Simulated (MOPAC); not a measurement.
**Run report: C₃H₇Cl, geometry relaxation (part 2 of 3)**

C₃H₇Cl; RM1, RHF (MOPAC 23.2.5). The atoms were displaced at random from an optimised geometry.

Geometry of the input (Å):
```
C  -0.4870  0.9524  -0.6905
C  -0.0287  -0.4289  -0.3624
C  0.6387  -0.5129  0.9817
Cl -1.4147  -1.5699  -0.4415
H  -0.9819  1.0106  -1.6678
H  -1.2042  1.3124  0.0590
H  0.3572  1.6626  -0.6899
H  0.6626  -0.7907  -1.1398
H  1.5102  0.1104  1.0109
H  -0.0534  -0.2124  1.7911
H  0.9610  -1.5426  1.1896
```

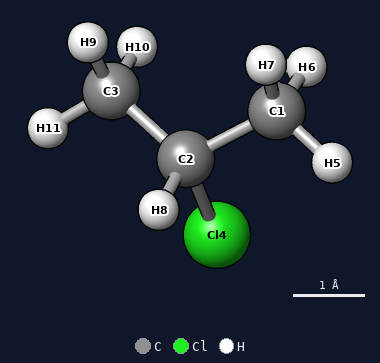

*The geometry at step 15 of the log (ball-and-stick view, seen at a tilt; atoms are numbered from 1 in the order of the input).*

**Trajectory as extended XYZ, continued**
```
11
Properties=species:S:1:pos:R:3:forces:R:3 step=3 energy=-1.47185
C    -0.4931    0.9560   -0.6841    0.0882   0.7854   0.0311
C     0.0198   -0.4148   -0.3984   -0.0682  -0.0649   0.9665
C     0.6361   -0.5082    0.9846   -0.6536  -1.0874   0.0822
Cl   -1.4384   -1.5877   -0.4344   -0.0307   0.0782   0.0952
H    -0.9806    1.0209   -1.6645   -0.1036   0.0343  -0.0426
H    -1.2149    1.3305    0.0702    0.1645  -0.1646  -0.2211
H     0.3579    1.6804   -0.6981   -0.4098  -0.2030  -0.0128
H     0.6746   -0.7982   -1.1791    0.4578  -0.2808  -0.5197
H     1.5126    0.1153    1.0521    0.5748   0.4239   0.1163
H    -0.0555   -0.2149    1.8044    0.1891  -0.0880  -0.3789
H     0.9609   -1.5555    1.2181   -0.2084   0.5668  -0.1163
11
Properties=species:S:1:pos:R:3:forces:R:3 step=4 energy=-1.50067
C    -0.4936    0.9689   -0.6873    0.1888  -0.1206  -0.0625
C     0.0163   -0.4151   -0.3823    0.3426  -0.0353  -0.2252
C     0.6366   -0.5235    0.9920   -0.2273   0.0825  -0.6505
Cl   -1.4364   -1.5880   -0.4327   -0.0524   0.0960   0.1052
H    -0.9836    1.0219   -1.6690   -0.0496   0.0087  -0.0119
H    -1.2134    1.3268    0.0551   -0.1225   0.0559   0.0865
H     0.3517    1.6789   -0.7041   -0.1297   0.0410  -0.0134
H     0.6781   -0.8018   -1.2006   -0.0784   0.0501   0.2367
H     1.5157    0.1203    1.0581    0.2775   0.1698   0.0870
H    -0.0521   -0.2176    1.7763   -0.2461   0.0594   0.3120
H     0.9586   -1.5386    1.2074    0.0971  -0.4074   0.1361
11
Properties=species:S:1:pos:R:3:forces:R:3 step=5 energy=-1.51086
C    -0.4918    0.9699   -0.6849    0.0187  -0.1756  -0.2206
C     0.0217   -0.4149   -0.3874    0.0101   0.0703  -0.0684
C     0.6294   -0.5254    0.9820    0.2447   0.1883   0.0468
Cl   -1.4360   -1.5881   -0.4298   -0.0514   0.1003   0.0708
H    -0.9845    1.0220   -1.6702    0.0023   0.0105   0.1007
H    -1.2151    1.3273    0.0563   -0.0824   0.0206   0.0643
H     0.3486    1.6793   -0.7036   -0.0385   0.1206  -0.0083
H     0.6786   -0.8014   -1.1938    0.0953  -0.0459  -0.0321
H     1.5211    0.1270    1.0639   -0.1239  -0.1267   0.0179
H    -0.0552   -0.2168    1.7841   -0.0684  -0.0382  -0.0008
H     0.9592   -1.5445    1.2129   -0.0066  -0.1242   0.0297
11
Properties=species:S:1:pos:R:3:forces:R:3 step=6 energy=-1.51307
C    -0.4921    0.9664   -0.6893    0.0152   0.0824   0.1863
C     0.0229   -0.4131   -0.3886    0.0818  -0.0618  -0.0275
C     0.6313   -0.5236    0.9835    0.1284  -0.0235  -0.0011
Cl   -1.4368   -1.5872   -0.4296   -0.0280   0.1068   0.0735
H    -0.9849    1.0227   -1.6649   -0.1000   0.0080  -0.1251
H    -1.2171    1.3274    0.0604    0.0593  -0.0630  -0.0955
H     0.3469    1.6825   -0.7021   -0.0978   0.0501  -0.0230
H     0.6805   -0.8024   -1.1953    0.0683  -0.0330   0.0080
H     1.5203    0.1249    1.0659   -0.0335  -0.0581   0.0297
H    -0.0569   -0.2188    1.7848   -0.0450  -0.0368  -0.0187
H     0.9591   -1.5490    1.2139   -0.0486   0.0289  -0.0065
11
Properties=species:S:1:pos:R:3:forces:R:3 step=7 energy=-1.51352
C    -0.4932    0.9641   -0.6856    0.0653   0.1563  -0.2475
C     0.0251   -0.4140   -0.3893    0.1346  -0.0605  -0.0471
C     0.6356   -0.5210    0.9826   -0.1641  -0.3259   0.0680
Cl   -1.4381   -1.5853   -0.4292   -0.0006   0.1066   0.0785
H    -0.9872    1.0233   -1.6709    0.0230  -0.0247   0.1202
H    -1.2185    1.3249    0.0546   -0.0510  -0.0244   0.0426
H     0.3431    1.6881   -0.7037   -0.1516  -0.0305  -0.0034
H     0.6840   -0.8049   -1.1975    0.0110   0.0011   0.0606
H     1.5175    0.1201    1.0719    0.1863   0.1124   0.0299
H    -0.0601   -0.2220    1.7833    0.0088  -0.0391  -0.0666
H     0.9578   -1.5517    1.2155   -0.0616   0.1287  -0.0352
11
Properties=species:S:1:pos:R:3:forces:R:3 step=8 energy=-1.51661
C    -0.4947    0.9678   -0.6899    0.1582  -0.1121  -0.0335
C     0.0287   -0.4158   -0.3926   -0.0061   0.1673   0.1084
C     0.6365   -0.5259    0.9825   -0.2020  -0.0207   0.0029
Cl   -1.4378   -1.5834   -0.4265    0.0036   0.1051   0.0615
H    -0.9895    1.0235   -1.6688   -0.0361  -0.0145  -0.0266
H    -1.2203    1.3218    0.0534   -0.0532  -0.0205   0.0466
H     0.3376    1.6921   -0.7037   -0.0904   0.0101  -0.0137
H     0.6864   -0.8056   -1.1938    0.0953  -0.0473  -0.0755
H     1.5176    0.1200    1.0810    0.1188   0.0593  -0.0040
H    -0.0625   -0.2254    1.7805    0.0052  -0.0459  -0.0698
H     0.9561   -1.5495    1.2149    0.0066  -0.0807   0.0038
11
Properties=species:S:1:pos:R:3:forces:R:3 step=9 energy=-1.51828
C    -0.4934    0.9649   -0.6927   -0.0958   0.0978   0.0334
C     0.0330   -0.4109   -0.3942    0.0472  -0.0772   0.0328
C     0.6329   -0.5311    0.9815    0.1942   0.2165  -0.0654
Cl   -1.4368   -1.5800   -0.4225    0.0007   0.0985   0.0358
H    -0.9934    1.0228   -1.6721    0.0076  -0.0352   0.0519
H    -1.2238    1.3172    0.0568    0.0673  -0.0795  -0.0978
H     0.3292    1.6975   -0.7053   -0.0357   0.0292  -0.0194
H     0.6907   -0.8077   -1.1956    0.0491  -0.0035  -0.0234
H     1.5204    0.1221    1.0903   -0.1172  -0.1267  -0.0441
H    -0.0654   -0.2317    1.7706   -0.1325   0.0033   0.1055
H     0.9547   -1.5523    1.2143    0.0152  -0.1234  -0.0093
11
Properties=species:S:1:pos:R:3:forces:R:3 step=10 energy=-1.52105
C    -0.4945    0.9651   -0.6941    0.0263  -0.0421   0.0532
C     0.0367   -0.4119   -0.3948    0.0172   0.0086  -0.0133
C     0.6337   -0.5304    0.9817    0.1392   0.0055  -0.0048
Cl   -1.4366   -1.5766   -0.4208    0.0060   0.0844   0.0290
H    -0.9957    1.0210   -1.6685   -0.0327  -0.0388  -0.0752
H    -1.2256    1.3111    0.0508   -0.0198  -0.0303   0.0215
H     0.3225    1.7020   -0.7070    0.0086   0.0427  -0.0151
H     0.6948   -0.8097   -1.1971    0.0196   0.0170   0.0113
H     1.5200    0.1188    1.0931   -0.0663  -0.0779  -0.0310
H    -0.0701   -0.2367    1.7710   -0.0771  -0.0017   0.0549
H     0.9537   -1.5584    1.2125   -0.0210   0.0327  -0.0305
11
Properties=species:S:1:pos:R:3:forces:R:3 step=11 energy=-1.52240
C    -0.4959    0.9625   -0.6967    0.0028   0.0261   0.0223
C     0.0409   -0.4119   -0.3951    0.0153   0.0436  -0.0096
C     0.6368   -0.5323    0.9829   -0.2101   0.0105   0.0676
Cl   -1.4360   -1.5705   -0.4188   -0.0031   0.0498   0.0222
H    -0.9998    1.0171   -1.6734    0.0179  -0.0558   0.0142
H    -1.2299    1.3028    0.0499    0.0013  -0.0352  -0.0105
H     0.3135    1.7100   -0.7099   -0.0164  -0.0176  -0.0124
H     0.7004   -0.8109   -1.1956    0.0100   0.0225   0.0074
H     1.5178    0.1129    1.0956    0.0736   0.0363   0.0068
H    -0.0780   -0.2430    1.7750    0.0971  -0.0513  -0.1145
H     0.9512   -1.5610    1.2071    0.0116  -0.0289   0.0065
11
Properties=species:S:1:pos:R:3:forces:R:3 step=12 energy=-1.52349
C    -0.4966    0.9616   -0.6977    0.0208   0.0094   0.0055
C     0.0447   -0.4116   -0.3960   -0.0380   0.0780  -0.0146
C     0.6353   -0.5334    0.9826   -0.0455  -0.0742   0.0132
Cl   -1.4352   -1.5665   -0.4163   -0.0140   0.0252   0.0072
H    -1.0021    1.0130   -1.6734    0.0171  -0.0543   0.0020
H    -1.2322    1.2963    0.0486   -0.0140  -0.0168   0.0107
H     0.3075    1.7145   -0.7126   -0.0061  -0.0255  -0.0058
H     0.7040   -0.8112   -1.1942    0.0300   0.0127  -0.0276
H     1.5182    0.1105    1.0997    0.0417   0.0216   0.0057
H    -0.0809   -0.2491    1.7683    0.0096  -0.0042   0.0060
H     0.9501   -1.5647    1.2051   -0.0017   0.0283  -0.0023
11
Properties=species:S:1:pos:R:3:forces:R:3 step=13 energy=-1.52378
C    -0.4967    0.9613   -0.6984   -0.0002   0.0096  -0.0213
C     0.0467   -0.4084   -0.3982    0.0396  -0.0699   0.0310
C     0.6339   -0.5364    0.9828    0.0359   0.0410  -0.0212
Cl   -1.4344   -1.5636   -0.4141   -0.0159   0.0175  -0.0110
H    -1.0031    1.0072   -1.6729   -0.0006  -0.0340  -0.0351
H    -1.2339    1.2905    0.0468   -0.0400   0.0147   0.0445
H     0.3030    1.7164   -0.7157    0.0292   0.0095   0.0000
H     0.7075   -0.8110   -1.1969   -0.0159   0.0458   0.0241
H     1.5190    0.1092    1.1038   -0.0369  -0.0343  -0.0052
H    -0.0833   -0.2532    1.7677    0.0057  -0.0030   0.0047
H     0.9493   -1.5666    1.2047   -0.0009   0.0034  -0.0106
11
Properties=species:S:1:pos:R:3:forces:R:3 step=14 energy=-1.52410
C    -0.4968    0.9618   -0.6988   -0.0442  -0.0341   0.0075
C     0.0471   -0.4093   -0.3973    0.0016   0.0048   0.0004
C     0.6339   -0.5359    0.9830    0.0326  -0.0095  -0.0175
Cl   -1.4344   -1.5629   -0.4143   -0.0162   0.0124  -0.0100
H    -1.0031    1.0043   -1.6748    0.0122  -0.0237   0.0099
H    -1.2347    1.2896    0.0495    0.0032   0.0025  -0.0160
H     0.3030    1.7162   -0.7163    0.0282   0.0156  -0.0011
H     0.7078   -0.8093   -1.1963   -0.0031   0.0276   0.0118
H     1.5188    0.1082    1.1031   -0.0117  -0.0104   0.0027
H    -0.0833   -0.2539    1.7677   -0.0006   0.0035   0.0158
H     0.9494   -1.5668    1.2035   -0.0019   0.0111  -0.0035
11
Properties=species:S:1:pos:R:3:forces:R:3 step=15 energy=-1.52421
C    -0.4977    0.9604   -0.6984    0.0288   0.0397  -0.0004
C     0.0470   -0.4094   -0.3960   -0.0254   0.0145  -0.0163
C     0.6344   -0.5358    0.9827    0.0021  -0.0047   0.0219
Cl   -1.4345   -1.5620   -0.4149   -0.0209   0.0002  -0.0067
H    -1.0024    1.0012   -1.6749    0.0025  -0.0173   0.0010
H    -1.2349    1.2895    0.0490   -0.0094   0.0076  -0.0054
H     0.3043    1.7162   -0.7170   -0.0315  -0.0344   0.0007
H     0.7077   -0.8067   -1.1946    0.0221   0.0023  -0.0200
H     1.5186    0.1075    1.1021    0.0159   0.0110   0.0087
H    -0.0827   -0.2539    1.7682    0.0081   0.0006   0.0094
H     0.9495   -1.5660    1.2024    0.0076  -0.0193   0.0071
11
Properties=species:S:1:pos:R:3:forces:R:3 step=16 energy=-1.52434
C    -0.4977    0.9608   -0.6984    0.0020   0.0040  -0.0029
C     0.0470   -0.4091   -0.3963   -0.0064   0.0051   0.0017
C     0.6346   -0.5360    0.9830   -0.0029  -0.0082   0.0060
Cl   -1.4347   -1.5619   -0.4149   -0.0135   0.0045  -0.0082
H    -1.0023    0.9992   -1.6752    0.0014  -0.0076   0.0034
H    -1.2353    1.2894    0.0489   -0.0063   0.0095  -0.0084
H     0.3039    1.7155   -0.7174   -0.0104  -0.0087   0.0002
H     0.7082   -0.8057   -1.1956    0.0101   0.0038  -0.0043
H     1.5188    0.1075    1.1029    0.0116   0.0072   0.0061
H    -0.0824   -0.2543    1.7689    0.0099  -0.0008   0.0031
H     0.9497   -1.5665    1.2025    0.0046  -0.0089   0.0034
11
Properties=species:S:1:pos:R:3:forces:R:3 step=17 energy=-1.52440
C    -0.4980    0.9608   -0.6986   -0.0034  -0.0087  -0.0013
C     0.0473   -0.4088   -0.3962    0.0022  -0.0010   0.0061
C     0.6350   -0.5364    0.9834   -0.0015  -0.0039   0.0024
Cl   -1.4350   -1.5614   -0.4149   -0.0057   0.0055  -0.0089
H    -1.0024    0.9967   -1.6754   -0.0018   0.0000  -0.0007
H    -1.2360    1.2895    0.0481   -0.0060   0.0095  -0.0066
H     0.3032    1.7152   -0.7181   -0.0029   0.0025  -0.0006
H     0.7090   -0.8041   -1.1961    0.0015   0.0011   0.0067
H     1.5192    0.1075    1.1041    0.0032  -0.0008   0.0022
H    -0.0820   -0.2549    1.7695    0.0107  -0.0022  -0.0005
H     0.9500   -1.5673    1.2024    0.0038  -0.0021   0.0013
11
Properties=species:S:1:pos:R:3:forces:R:3 step=18 energy=-1.52443
C    -0.4983    0.9605   -0.6987   -0.0053  -0.0085  -0.0016
C     0.0475   -0.4086   -0.3957    0.0033  -0.0046   0.0062
C     0.6355   -0.5368    0.9836   -0.0057  -0.0017   0.0024
Cl   -1.4353   -1.5608   -0.4151    0.0001   0.0051  -0.0082
H    -1.0026    0.9947   -1.6757   -0.0029   0.0035  -0.0033
H    -1.2368    1.2900    0.0471   -0.0061   0.0072  -0.0029
H     0.3024    1.7150   -0.7188    0.0012   0.0076  -0.0012
H     0.7097   -0.8029   -1.1958   -0.0009  -0.0036   0.0078
H     1.5196    0.1074    1.1049    0.0022  -0.0035   0.0001
H    -0.0813   -0.2556    1.7699    0.0096  -0.0024   0.0000
H     0.9504   -1.5679    1.2021    0.0044   0.0009   0.0006
11
Properties=species:S:1:pos:R:3:forces:R:3 step=19 energy=-1.52446
C    -0.4988    0.9602   -0.6990    0.0001  -0.0018  -0.0014
C     0.0477   -0.4085   -0.3951    0.0007  -0.0010   0.0030
C     0.6361   -0.5372    0.9840   -0.0056   0.0015   0.0016
Cl   -1.4356   -1.5602   -0.4155    0.0027   0.0028  -0.0065
H    -1.0029    0.9933   -1.6760   -0.0021   0.0035  -0.0032
H    -1.2377    1.2910    0.0459   -0.0044   0.0021  -0.0002
H     0.3017    1.7152   -0.7196   -0.0006   0.0047  -0.0012
H     0.7103   -0.8022   -1.1952   -0.0022  -0.0062   0.0073
H     1.5201    0.1072    1.1053   -0.0003  -0.0066  -0.0011
H    -0.0804   -0.2563    1.7706    0.0072  -0.0020   0.0012
H     0.9509   -1.5685    1.2019    0.0045   0.0032   0.0006
11
Properties=species:S:1:pos:R:3:forces:R:3 step=20 energy=-1.52449
C    -0.4991    0.9600   -0.6991   -0.0005   0.0031  -0.0008
C     0.0476   -0.4084   -0.3945   -0.0019  -0.0006  -0.0010
C     0.6364   -0.5374    0.9843   -0.0065   0.0021   0.0029
Cl   -1.4357   -1.5600   -0.4159    0.0019   0.0011  -0.0041
H    -1.0032    0.9928   -1.6763   -0.0005   0.0015  -0.0025
H    -1.2384    1.2919    0.0450   -0.0020  -0.0023   0.0013
H     0.3011    1.7152   -0.7203    0.0007   0.0040  -0.0008
H     0.7105   -0.8022   -1.1941   -0.0009  -0.0063   0.0019
H     1.5205    0.1068    1.1052    0.0020  -0.0043  -0.0003
H    -0.0794   -0.2568    1.7714    0.0040  -0.0007   0.0028
H     0.9516   -1.5687    1.2017    0.0038   0.0023   0.0005
11
Properties=species:S:1:pos:R:3:forces:R:3 step=21 energy=-1.52450
C    -0.4993    0.9600   -0.6993    0.0032   0.0043  -0.0008
C     0.0474   -0.4084   -0.3942   -0.0026   0.0027  -0.0010
C     0.6364   -0.5375    0.9845   -0.0022   0.0023   0.0008
Cl   -1.4357   -1.5599   -0.4161   -0.0009  -0.0004  -0.0027
H    -1.0033    0.9928   -1.6765    0.0010  -0.0004  -0.0002
H    -1.2387    1.2923    0.0447    0.0000  -0.0042   0.0007
H     0.3009    1.7155   -0.7206   -0.0021  -0.0006   0.0001
H     0.7105   -0.8028   -1.1934   -0.0009  -0.0030   0.0003
H     1.5208    0.1065    1.1049    0.0011  -0.0028   0.0004
H    -0.0787   -0.2570    1.7722    0.0016   0.0004   0.0020
H     0.9520   -1.5687    1.2017    0.0019   0.0016   0.0004
11
Properties=species:S:1:pos:R:3:forces:R:3 step=22 energy=-1.52450
C    -0.4993    0.9602   -0.6993    0.0003   0.0015  -0.0001
C     0.0473   -0.4083   -0.3941   -0.0011   0.0003  -0.0011
C     0.6364   -0.5374    0.9846   -0.0009   0.0007   0.0012
Cl   -1.4357   -1.5599   -0.4162   -0.0024   0.0000  -0.0018
H    -1.0034    0.9930   -1.6766    0.0014  -0.0007   0.0001
H    -1.2387    1.2922    0.0447    0.0006  -0.0032   0.0001
H     0.3009    1.7156   -0.7208   -0.0007   0.0005   0.0005
H     0.7104   -0.8033   -1.1930   -0.0006  -0.0007  -0.0013
H     1.5210    0.1062    1.1046    0.0023   0.0003   0.0010
H    -0.0783   -0.2570    1.7727    0.0006   0.0011   0.0009
H     0.9523   -1.5686    1.2017    0.0005   0.0002   0.0003
11
Properties=species:S:1:pos:R:3:forces:R:3 step=23 energy=-1.52450
C    -0.4992    0.9602   -0.6993    0.0007  -0.0003   0.0001
C     0.0473   -0.4083   -0.3941    0.0002   0.0001   0.0001
C     0.6363   -0.5374    0.9846    0.0007   0.0000   0.0002
Cl   -1.4357   -1.5600   -0.4163   -0.0023   0.0005  -0.0017
H    -1.0033    0.9930   -1.6766    0.0013  -0.0003   0.0003
H    -1.2387    1.2919    0.0448    0.0001  -0.0018  -0.0002
H     0.3009    1.7157   -0.7207   -0.0012  -0.0002   0.0007
H     0.7104   -0.8034   -1.1930   -0.0009   0.0003  -0.0004
H     1.5211    0.1061    1.1047    0.0012   0.0005   0.0007
H    -0.0782   -0.2570    1.7728    0.0004   0.0011  -0.0001
H     0.9524   -1.5685    1.2017   -0.0001   0.0001   0.0003
11
Properties=species:S:1:pos:R:3:forces:R:3 step=24 energy=-1.52450
C    -0.4992    0.9602   -0.6993    0.0001  -0.0013   0.0003
C     0.0473   -0.4083   -0.3941    0.0010  -0.0007   0.0006
C     0.6364   -0.5373    0.9846    0.0008  -0.0005   0.0000
Cl   -1.4357   -1.5600   -0.4163   -0.0014   0.0011  -0.0013
H    -1.0033    0.9929   -1.6766    0.0010   0.0002   0.0001
H    -1.2387    1.2917    0.0448   -0.0006  -0.0006  -0.0001
H     0.3008    1.7157   -0.7207   -0.0009   0.0001   0.0006
H     0.7103   -0.8035   -1.1931   -0.0008   0.0003   0.0002
H     1.5212    0.1061    1.1047    0.0006   0.0006   0.0000
H    -0.0782   -0.2569    1.7728    0.0005   0.0010  -0.0006
H     0.9524   -1.5684    1.2018   -0.0004   0.0000   0.0003
11
Properties=species:S:1:pos:R:3:forces:R:3 step=25 energy=-1.52451
C    -0.4992    0.9601   -0.6993    0.0000  -0.0013   0.0006
C     0.0473   -0.4083   -0.3941    0.0013  -0.0010   0.0006
C     0.6365   -0.5372    0.9846    0.0008  -0.0009  -0.0003
Cl   -1.4358   -1.5599   -0.4164   -0.0004   0.0014  -0.0007
H    -1.0032    0.9928   -1.6766    0.0009   0.0004  -0.0001
H    -1.2387    1.2914    0.0449   -0.0014   0.0003   0.0000
H     0.3007    1.7158   -0.7205   -0.0006   0.0001   0.0006
H     0.7103   -0.8035   -1.1931   -0.0003  -0.0001   0.0004
H     1.5213    0.1061    1.1048   -0.0001   0.0002  -0.0006
H    -0.0780   -0.2567    1.7729    0.0004   0.0009  -0.0008
H     0.9525   -1.5683    1.2019   -0.0005   0.0000   0.0003
11
Properties=species:S:1:pos:R:3:forces:R:3 step=26 energy=-1.52451
C    -0.4992    0.9600   -0.6993   -0.0002  -0.0006   0.0008
C     0.0474   -0.4084   -0.3940    0.0008  -0.0009   0.0002
C     0.6366   -0.5372    0.9847    0.0004  -0.0011  -0.0005
Cl   -1.4360   -1.5598   -0.4165    0.0004   0.0012   0.0001
H    -1.0031    0.9927   -1.6767    0.0009   0.0004  -0.0001
H    -1.2388    1.2910    0.0449   -0.0020   0.0008   0.0001
H     0.3005    1.7159   -0.7203   -0.0001  -0.0001   0.0005
H     0.7102   -0.8036   -1.1931    0.0005  -0.0005   0.0003
H     1.5215    0.1062    1.1048   -0.0005  -0.0001  -0.0011
H    -0.0779   -0.2565    1.7729    0.0003   0.0007  -0.0006
H     0.9525   -1.5683    1.2020   -0.0005   0.0000   0.0002
11
Properties=species:S:1:pos:R:3:forces:R:3 step=27 energy=-1.52451
C    -0.4993    0.9599   -0.6993   -0.0002   0.0004   0.0006
C     0.0474   -0.4085   -0.3940    0.0001  -0.0004  -0.0003
C     0.6367   -0.5371    0.9847    0.0000  -0.0008  -0.0004
Cl   -1.4360   -1.5597   -0.4166    0.0007   0.0007   0.0007
H    -1.0030    0.9926   -1.6767    0.0009   0.0003  -0.0001
H    -1.2390    1.2908    0.0448   -0.0021   0.0006   0.0001
H     0.3004    1.7159   -0.7201    0.0002  -0.0002   0.0004
H     0.7102   -0.8036   -1.1931    0.0011  -0.0007   0.0001
H     1.5216    0.1062    1.1046   -0.0004  -0.0004  -0.0010
H    -0.0777   -0.2562    1.7729    0.0003   0.0005  -0.0002
H     0.9526   -1.5682    1.2022   -0.0005   0.0000   0.0000
```
